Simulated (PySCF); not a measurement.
C4H6ClNSi (charge +1, doublet)

```xyz
13

C    -0.4497    1.5668    0.1025
C    -0.4700    0.0981    0.0344
C    -1.2940   -0.6680    0.8038
Cl   -2.5666   -0.0554    1.7201
Si    0.7520   -0.7843   -1.1640
C     2.0667   -1.0875    0.1707
N     2.8922   -1.2816    0.9307
H    -0.9997    1.9537    0.9565
H    -0.8696    1.9767   -0.8207
H     0.5744    1.9459    0.1373
H    -1.2021   -1.7473    0.8275
H     1.2998    0.1690   -2.1203
H     0.2624   -2.0857   -1.5962
```

Geometry: GFN2-xTB.

The calculation used UKS B3LYP, pcH-1 on C Cl H N Si, non-relativistic, mean-field spin-orbit, GIAO in PySCF.

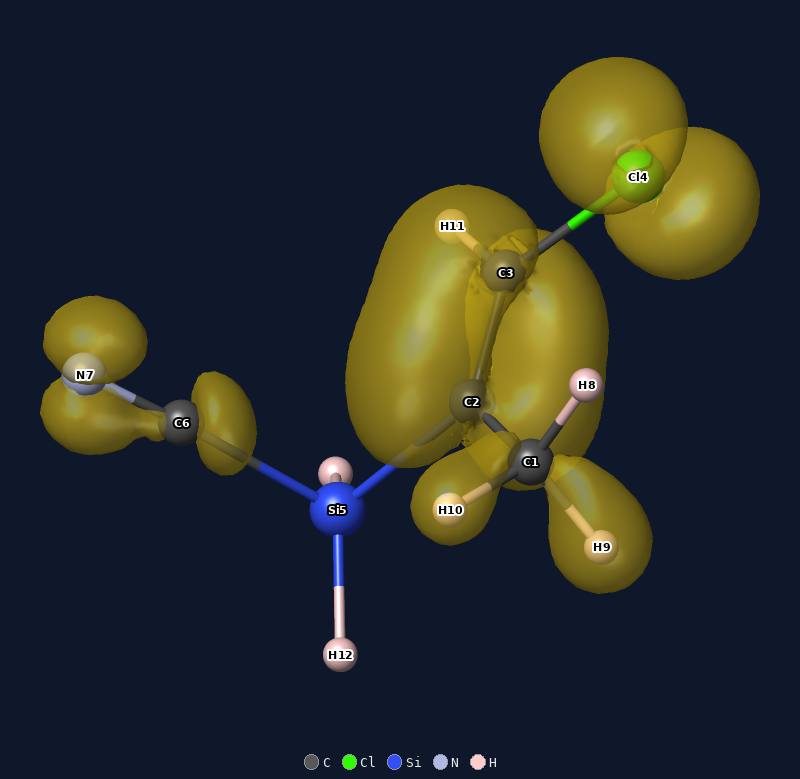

Figure 1. Isosurfaces of the spin density (α minus β) at +0.02 (yellow) and −0.02 e/Å³ (cyan), seen at a tilt.

> Describe the spin distribution.

The unpaired spin (1 electron) lies mostly on C2 (about 0.3), C3 (about 0.3) and Cl4 (about 0.3), in electrons by Hirshfeld's partition.

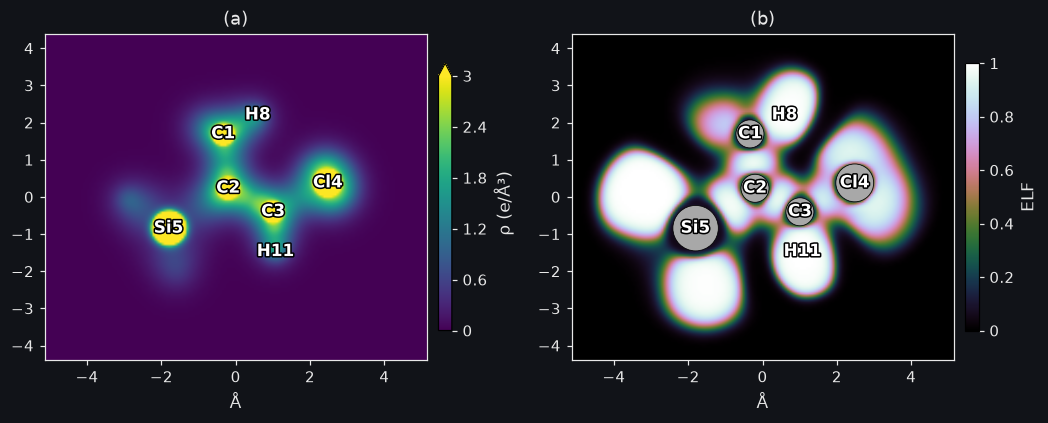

Figure 2. (a) electron density; (b) electron localisation function on the plane of atoms C1, C2 and Si5. Grey discs cover the atomic cores in the ELF map.

> What does the map show?

Atoms in the plane: C, Cl, Si and H. C–C (1.36 Å): the density is about 2.2 e/Å³ at the midpoint; the ELF peaks at about 0.95 between the atoms: a covalent bond. C–Cl (1.68 Å): ρ at the midpoint is about 1.6 e/Å³; the ELF peaks at about 0.90 between the atoms: a covalent bond. C–Si (1.93 Å): ρ is about 0.88 e/Å³ halfway; the ELF peaks at about 1 between the atoms; localised, covalent bonding. C–H (1.08 Å): the density is about 2.2 e/Å³ at the midpoint; the ELF climbs to about 1 towards the hydrogen, as it does in any bond to H: a covalent bond by its length. C–C (1.47 Å): ρ is about 1.8 e/Å³ halfway; the ELF peaks at about 0.95 between the atoms (a covalent bond). The ELF also peaks beside Cl4, away from the bonds: non-bonding electrons, paired or unpaired.
